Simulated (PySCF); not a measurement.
# H2Te (hydrogen telluride) at 6 levels

We compute a comparison of 6 runs (HF/3-21G, HF/def2-SVP, PBE0/def2-SVP, SVWN5/def2-SVP, CAM-B3LYP/def2-SVPD, CCSD(T)/def2-TZVP) of H2Te (hydrogen telluride). Input form: a Python script.

Program for the calculation: PySCF 2.14.0.

## (1) The system as given

H2Te: 3 atoms, total charge 0, spin state singlet. SMILES: `[TeH2]`. The coordinates come from a PBE0-D4/def2-TZVP relaxation.

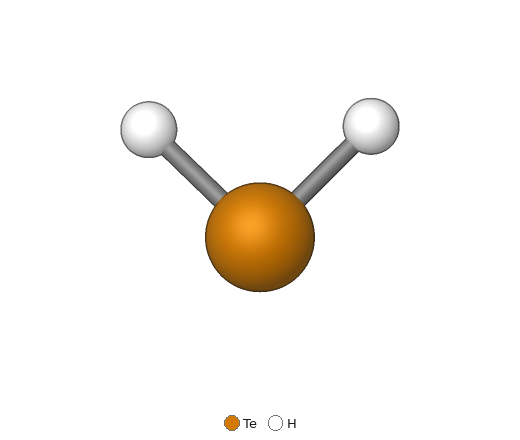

The structure, seen from a chosen angle (tellurium orange, hydrogen white).

## (2) Energy and gradient at HF/3-21G (run 1)

File input.xyz:

```xyz
3
H2Te
Te     0.579000    -0.464000     0.259000
H      0.251700     1.159200     0.266100
H     -0.841600    -0.760100    -0.538300
```

File calc.py:

```python
from pyscf import gto

system = gto.M(
    atom='input.xyz',
    max_memory=1860,
    basis='3-21g',
    spin=0,
    verbose=4,
)

myscf = system.RHF()
myscf.conv_tol = 1e-10
myscf.kernel()
if not myscf.converged:
    myscf = myscf.newton().run(myscf.mo_coeff, myscf.mo_occ)

e_final = myscf.e_tot
print('Final energy', e_final)
grad = myscf.nuc_grad_method().kernel()
myscf.analyze()
```

Command:

```sh
$ OMP_NUM_THREADS=1 python calc.py
```

The log of the run:

```text
PySCF version 2.14.0

[INPUT] num. atoms = 3
[INPUT] num. electrons = 54
[INPUT] charge = 0
[INPUT] spin (= nelec alpha-beta = 2S) = 0
[INPUT] symmetry False subgroup None
[INPUT] Mole.unit = angstrom
[INPUT] Symbol           X                Y                Z      unit          X                Y                Z       unit  Magmom
[INPUT]  1 Te     0.579000000000  -0.464000000000   0.259000000000 AA    1.094151426123  -0.876832921798   0.489439066262 Bohr   0.0
[INPUT]  2 H      0.251700000000   1.159200000000   0.266100000000 AA    0.475644065553   2.190570523596   0.502856121747 Bohr   0.0
[INPUT]  3 H     -0.841600000000  -0.760100000000  -0.538300000000 AA   -1.590393506434  -1.436380827282  -1.017239572853 Bohr   0.0

nuclear repulsion = 33.4622517703883
number of shells = 17
number of NR pGTOs = 87
number of NR cGTOs = 35
basis = 3-21g
ecp = {}

[... 47 lines left out ...]
Total Energy =                       -6583.830635445669941
[... 3 lines left out ...]
Two-electron Coulomb Energy =         2685.145486285500738
[... 5 lines left out ...]
MO #3   energy= -160.450651606724  occ= 2
[... 3 lines left out ...]
MO #7   energy= -30.7215073458129  occ= 2
[... 3 lines left out ...]
MO #11  energy= -22.3935965023137  occ= 2
[... 3 lines left out ...]
MO #15  energy= -6.66506962142808  occ= 2
[... 3 lines left out ...]
MO #19  energy= -2.07722278160664  occ= 2
[... 3 lines left out ...]
MO #23  energy= -2.05815694709332  occ= 2
[... 3 lines left out ...]
MO #27  energy= -0.324950467509876 occ= 2
[... 3 lines left out ...]
MO #31  energy= 0.453877899105995  occ= 0
[... 3 lines left out ...]
MO #35  energy= 1.24724102061696   occ= 0
[... 2 lines left out ...]
pop of  0 Te 1s           2.00000
pop of  0 Te 2s           1.99996
pop of  0 Te 3s           1.99978
pop of  0 Te 4s           1.99882
pop of  0 Te 5s           1.74207
pop of  0 Te 6s           0.00885
pop of  0 Te 2px          1.99999
pop of  0 Te 2py          1.99998
pop of  0 Te 2pz          1.99999
pop of  0 Te 3px          1.99989
pop of  0 Te 3py          1.99988
pop of  0 Te 3pz          1.99990
pop of  0 Te 4px          1.99937
pop of  0 Te 4py          1.99928
pop of  0 Te 4pz          1.99948
pop of  0 Te 5px          1.33896
pop of  0 Te 5py          1.00726
pop of  0 Te 5pz          1.78161
pop of  0 Te 6px          0.00633
pop of  0 Te 6py          0.00992
pop of  0 Te 6pz          0.00357
pop of  0 Te 3dxy         2.00000
pop of  0 Te 3dyz         2.00000
pop of  0 Te 3dz^2        1.99999
pop of  0 Te 3dxz         1.99998
pop of  0 Te 3dx2-y2      1.99998
pop of  0 Te 4dxy         1.99992
pop of  0 Te 4dyz         1.99998
pop of  0 Te 4dz^2        1.99982
pop of  0 Te 4dxz         1.99972
pop of  0 Te 4dx2-y2      1.99956
pop of  1 H 1s            1.05201
pop of  1 H 2s            0.00107
pop of  2 H 1s            1.05202
pop of  2 H 2s            0.00107
 ** Mulliken atomic charges  **
charge of    0Te =      0.10616
charge of    1H =     -0.05308
charge of    2H =     -0.05309
Dipole moment(X, Y, Z, Debye): -0.50790,  0.38538, -0.22964
```

Wall time 3.3 s (1 thread of Intel Xeon at 2.50GHz (Skylake/Cascade Lake), shared host); peak memory 0.12 GiB.

## (3) Energy and forces at HF/def2-SVP (core potential) (run 2)

File mol.xyz:

```xyz
3

Te     0.579000    -0.464000     0.259000
H      0.251700     1.159200     0.266100
H     -0.841600    -0.760100    -0.538300
```

File run.py:

```python
import pyscf.grad
from pyscf import gto

molecule = gto.Mole()
molecule.atom = 'mol.xyz'
molecule.max_memory = 1860
molecule.ecp = {'Te': 'def2-svp'}
molecule.basis = 'def2-svp'
molecule.verbose = 3
molecule.spin = 0
molecule.build()

hf = molecule.RHF()
hf.conv_tol = 1e-10
hf.kernel()
if not hf.converged:
    hf = hf.newton().run(hf.mo_coeff, hf.mo_occ)

e_final = hf.e_tot
print('E = %.10f Eh' % e_final)
grad = hf.Gradients().kernel()
hf.analyze()
```

Command:

```sh
$ OMP_NUM_THREADS=1 python run.py
```

The log of the run:

```text
converged SCF energy = -268.140246158744
E = -268.1402461587 Eh
--------------- RHF gradients ---------------
         x                y                z
0 Te     0.0046655915    -0.0035857192     0.0021043556
1 H    -0.0019336419     0.0025282313    -0.0007545898
2 H    -0.0027319496     0.0010574878    -0.0013497658
----------------------------------------------
**** MO energy ****
MO #1   energy= -7.12259904985993  occ= 2
MO #2   energy= -5.09519998061216  occ= 2
MO #3   energy= -5.09095559650591  occ= 2
MO #4   energy= -5.08193593812947  occ= 2
MO #5   energy= -1.95559303324237  occ= 2
MO #6   energy= -1.95201742771316  occ= 2
MO #7   energy= -1.94240430912599  occ= 2
MO #8   energy= -1.93799169360268  occ= 2
MO #9   energy= -1.93722341118116  occ= 2
MO #10  energy= -0.831499034078008 occ= 2
MO #11  energy= -0.511750916329188 occ= 2
MO #12  energy= -0.441722255070411 occ= 2
MO #13  energy= -0.32329630295254  occ= 2
MO #14  energy= 0.0971284388410032 occ= 0
MO #15  energy= 0.136988290584791  occ= 0
MO #16  energy= 0.395696120954107  occ= 0
MO #17  energy= 0.420697757567101  occ= 0
MO #18  energy= 0.450435781748012  occ= 0
MO #19  energy= 0.490741836830166  occ= 0
MO #20  energy= 0.501487694818816  occ= 0
MO #21  energy= 0.509072675405403  occ= 0
MO #22  energy= 0.511984780493314  occ= 0
MO #23  energy= 0.602428520107646  occ= 0
MO #24  energy= 0.643771677436712  occ= 0
MO #25  energy= 0.797955827994791  occ= 0
MO #26  energy= 0.971979360441372  occ= 0
MO #27  energy= 1.63087477800926   occ= 0
MO #28  energy= 1.70382985493463   occ= 0
MO #29  energy= 1.7703690155896    occ= 0
MO #30  energy= 1.84419023298944   occ= 0
MO #31  energy= 2.13772570060633   occ= 0
MO #32  energy= 2.14126990437576   occ= 0
MO #33  energy= 19.1543006945641   occ= 0
MO #34  energy= 19.5406667039843   occ= 0
MO #35  energy= 19.5995119341185   occ= 0
MO #36  energy= 53.1428384509802   occ= 0
 ** Mulliken atomic charges  **
charge of    0Te =      1.30515
charge of    1H =     -0.64966
charge of    2H =     -0.65549
Dipole moment(X, Y, Z, Debye): -0.23927,  0.18148, -0.10819
```

Run time: 3.6 s. Hardware: 1 thread of Intel Xeon at 2.50GHz (Skylake/Cascade Lake), shared host; peak memory 0.12 GiB.

Runs 3 to 5 aren't shown in full; the table further down has their settings and results.

## (4) The energy at CCSD(T)/def2-TZVP (core potential) (run 6)

input.xyz is that of step 2.

File calc.py:

```python
from pyscf import gto, scf, cc

mol = gto.Mole()
mol.atom = 'input.xyz'
mol.charge = 0
mol.basis = 'def2-tzvp'
mol.ecp = {'Te': 'def2-svp'}
mol.max_memory = 1860
mol.verbose = 4
mol.build()

myscf = scf.RHF(mol)
myscf.conv_tol = 1e-10
myscf.kernel()
if not myscf.converged:
    myscf = myscf.newton().run(myscf.mo_coeff, myscf.mo_occ)

mycc = cc.CCSD(myscf, frozen=4)
mycc.kernel()
e_t = mycc.ccsd_t()
e_final = mycc.e_tot + e_t
print(f'total energy: {e_final:.8f} hartree')
myscf.analyze()
```

Command:

```sh
$ OMP_NUM_THREADS=1 python calc.py
```

The log of the run:

```text
PySCF version 2.14.0

[INPUT] num. atoms = 3
[INPUT] num. electrons = 26
[INPUT] charge = 0
[INPUT] spin (= nelec alpha-beta = 2S) = 0
[INPUT] symmetry False subgroup None
[INPUT] Mole.unit = angstrom
[INPUT] Symbol           X                Y                Z      unit          X                Y                Z       unit  Magmom
[INPUT]  1 Te     0.579000000000  -0.464000000000   0.259000000000 AA    1.094151426123  -0.876832921798   0.489439066262 Bohr   0.0
[INPUT]  2 H      0.251700000000   1.159200000000   0.266100000000 AA    0.475644065553   2.190570523596   0.502856121747 Bohr   0.0
[INPUT]  3 H     -0.841600000000  -0.760100000000  -0.538300000000 AA   -1.590393506434  -1.436380827282  -1.017239572853 Bohr   0.0

nuclear repulsion = 15.5653286895079
number of shells = 24
number of NR pGTOs = 108
number of NR cGTOs = 62
basis = def2-tzvp
ecp = {'Te': 'def2-svp'}

[... 52 lines left out ...]
Init t2, MP2 energy = -268.621953001102  E_corr(MP2) -0.46915677651131
[... 20 lines left out ...]
Two-electron Coulomb Energy =          235.709029944420564
[... 8 lines left out ...]
MO #6   energy= -1.9494449507584   occ= 2
[... 6 lines left out ...]
MO #13  energy= -0.325543602893698 occ= 2
[... 6 lines left out ...]
MO #20  energy= 0.321675540560249  occ= 0
[... 6 lines left out ...]
MO #27  energy= 0.992263493820372  occ= 0
[... 6 lines left out ...]
MO #34  energy= 1.20983505523928   occ= 0
[... 6 lines left out ...]
MO #41  energy= 1.60050204334245   occ= 0
[... 6 lines left out ...]
MO #48  energy= 2.89048077767473   occ= 0
[... 6 lines left out ...]
MO #55  energy= 3.40850011684921   occ= 0
[... 6 lines left out ...]
MO #62  energy= 105.146283242382   occ= 0
[... 29 lines left out ...]
pop of  0 Te 5dyz         0.49805
pop of  0 Te 5dz^2        0.49012
pop of  0 Te 5dxz         0.47395
pop of  0 Te 5dx2-y2      0.00272
pop of  0 Te 6dxy         0.10580
pop of  0 Te 6dyz         0.10768
pop of  0 Te 6dz^2        0.10917
pop of  0 Te 6dxz         0.11122
pop of  0 Te 6dx2-y2      0.00430
pop of  0 Te 4f-3         0.00011
pop of  0 Te 4f-2         0.00004
pop of  0 Te 4f-1         0.00006
pop of  0 Te 4f+0         0.00005
pop of  0 Te 4f+1         0.00006
pop of  0 Te 4f+2         0.00006
pop of  0 Te 4f+3         0.00001
pop of  0 Te 5f-3         0.00283
pop of  0 Te 5f-2         0.00035
pop of  0 Te 5f-1         0.00141
pop of  0 Te 5f+0         0.00068
pop of  0 Te 5f+1         0.00015
pop of  0 Te 5f+2         0.00183
pop of  0 Te 5f+3         0.00123
pop of  1 H 1s            1.53745
pop of  1 H 2s            0.01750
pop of  1 H 3s            0.02200
pop of  1 H 2px           0.00639
pop of  1 H 2py           0.05820
pop of  1 H 2pz           0.01059
pop of  2 H 1s            1.53898
pop of  2 H 2s            0.01858
pop of  2 H 3s            0.02236
pop of  2 H 2px           0.04694
pop of  2 H 2py           0.00582
pop of  2 H 2pz           0.02394
 ** Mulliken atomic charges  **
charge of    0Te =      1.30876
charge of    1H =     -0.65214
charge of    2H =     -0.65662
Dipole moment(X, Y, Z, Debye): -0.17734,  0.13448, -0.08019
```

It took 9 s on 1 thread of Intel Xeon at 2.50GHz (Skylake/Cascade Lake), shared host; peak memory 0.2 GiB.

## (5) All runs side by side

```csv
run,level,core potential,integration grid,energy (Eh),dipole moment (D) of the reference,HOMO energy (eV),LUMO energy (eV),wall time
1,HF/3-21G,–,–,-6583.830635,0.68,-8.84,2.76,3.3 s
2,HF/def2-SVP (core potential),def2-svp,–,-268.140246,0.32,-8.80,2.64,3.6 s
3,PBE0/def2-SVP (core potential),def2-svp,5,-269.205759,0.37,-6.45,-0.54,9 s
4,SVWN5/def2-SVP (core potential),def2-svp,5,-268.788430,0.47,-5.46,-1.48,6.3 s
5,CAM-B3LYP/def2-SVPD (core potential),def2-svp,5,-269.194405,0.19,-7.79,0.25,17 s
6,CCSD(T)/def2-TZVP (core potential),def2-svp,–,-268.621461,0.24,-8.86,2.31,9 s
```

## (6) Outcome

| quantity | value |
| --- | --- |
| run 6: total energy | -268.62146 Eh |
| run 6: dipole moment (Hartree–Fock density) | 0.24 D |
| run 6: HOMO energy (Hartree–Fock orbitals) | -8.86 eV |
| run 6: LUMO energy (Hartree–Fock orbitals) | 2.31 eV |
| run 6: HOMO–LUMO gap (Hartree–Fock orbitals) | 11.17 eV |
| run 6: correlation energy (4 core orbitals frozen) | -468.7 mEh |
| run 6: (T) correction | -9.45 mEh |
| run 6: T1 diagnostic | 0.011 |

In words: Over runs 1, 2, 3, 4, 5 the dipole moment (its size) runs from 0.19 D (CAM-B3LYP/def2-SVPD) to 0.68 D (HF/3-21G). The two ends differ in method and basis and core potential. Over runs 1, 2, 3, 4, 5 the HOMO–LUMO gap runs from 3.98 eV (SVWN5/def2-SVP) to 11.60 eV (HF/3-21G). Totals of different functionals can't be ranked against each other. Some runs of one species differ in core potentials or relativity; totals across that change don't compare. In run 1 relativity is left out where basis or elements ask for it. All runs together took 48 s, the longest 17 s.
